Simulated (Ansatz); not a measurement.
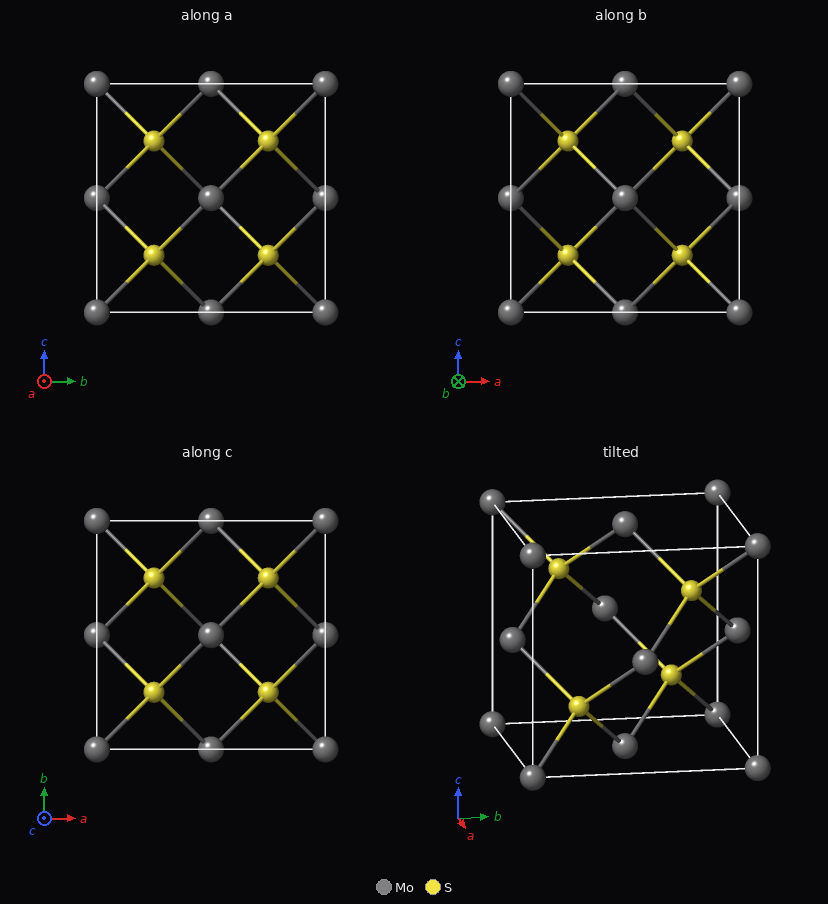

We look at a ball-and-stick model of the crystal along the a axis, along the b axis, along the c axis and slightly off an axis. Lines trace the edges of the conventional unit cell.

Lattice parameters: a = 6.0230 Å, b = 6.0230 Å, c = 6.0230 Å, α = 90.000°, β = 90.000°, γ = 90.000°.

**Put the structure into a CIF with its space group and independent sites.**

```cif
data_structure
_symmetry_space_group_name_H-M 'F -4 3 m'
_symmetry_Int_Tables_number 216
_cell_length_a 6.0230
_cell_length_b 6.0230
_cell_length_c 6.0230
_cell_angle_alpha 90.000
_cell_angle_beta 90.000
_cell_angle_gamma 90.000
_cell_volume 218.49
loop_
_atom_site_label
_atom_site_type_symbol
_atom_site_symmetry_multiplicity
_atom_site_Wyckoff_symbol
_atom_site_fract_x
_atom_site_fract_y
_atom_site_fract_z
_atom_site_occupancy
Mo1 Mo 4 a 0.0000 0.0000 0.0000 1
S1 S 4 d 0.2500 0.2500 0.7500 1
```

Its origin is a structure type filled with these elements by a generator (whether the compound takes this form wasn't checked). Earlier steps of the study, as a rule a relaxation of our own, may have changed the cell and positions, so they can lie some per cent off the listed ones. A calculation with Ansatz used it as input.

At this level of theory the run's own cell isn't at rest (forces up to 0.6 eV/Å), so its distances can differ from those at equilibrium, the more so the softer the solid.
